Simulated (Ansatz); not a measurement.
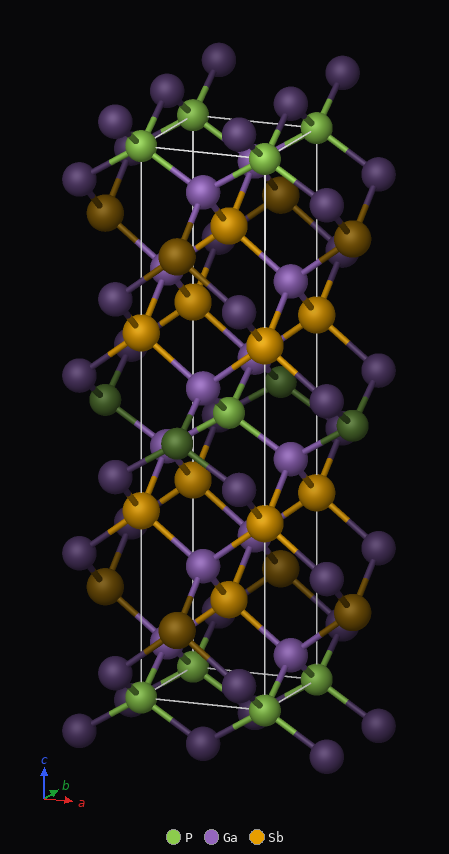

A ball-and-stick rendering, viewed slightly off an axis. One conventional unit cell is framed, with atoms on its boundary repeated. The first bonded neighbours in the surrounding cells are also shown, in fainter colours.

Ga$_{3}$Sb$_{2}$P, space group I-4m2 (No. 119), a = 4.175 Å, b = 4.175 Å, c = 17.734 Å, α = 90.00°, β = 90.00°, γ = 90.00°. Provenance: a structure type filled with these elements by a generator (whether the compound takes this form wasn't checked). Earlier steps of the study may have refined or changed the cell and positions. A calculation with Ansatz used it as input.

This one geometry was computed with Ansatz (DFT, plane waves, PAW) at four levels of theory: PBE with spin-orbit coupling, PBE, r2SCAN and HSE06. It was relaxed beforehand with r2SCAN.

Q: Which level gives the highest pressure at this volume, and what does that say about its equilibrium volume?

A: Highest: PBE with spin-orbit coupling (2.1 GPa) and PBE (2.1 GPa), which points to the largest equilibrium volume. Lowest, with the smallest volume: r2SCAN (0.0 GPa) and HSE06 (0.2 GPa). Levels within 0.5 GPa of each other can't be told apart.

Q: How does the band gap change with the level of theory?

A: PBE: a gap of 0.09 eV, direct; PBE with spin-orbit coupling: a gap of 0.10 eV, direct; r2SCAN: a gap of 0.46 eV, direct; HSE06: a gap of 0.80 eV, direct.

Q: Collect the results in a table.

A:
| level | cutoff (eV) | k-mesh of the run's cell | gap (eV) | pressure (GPa) |
| --- | --- | --- | --- | --- |
| PBE with spin-orbit coupling | 420 | 8×8×8 | 0.10 | 2.1 |
| PBE | 420 | 8×8×8 | 0.09 | 2.1 |
| r2SCAN | 500 | 8×8×8 | 0.46 | 0.0 |
| HSE06 | 420 | 6×6×6 | 0.80 | 0.2 |

Gaps are taken on the k-mesh or band path of each run.
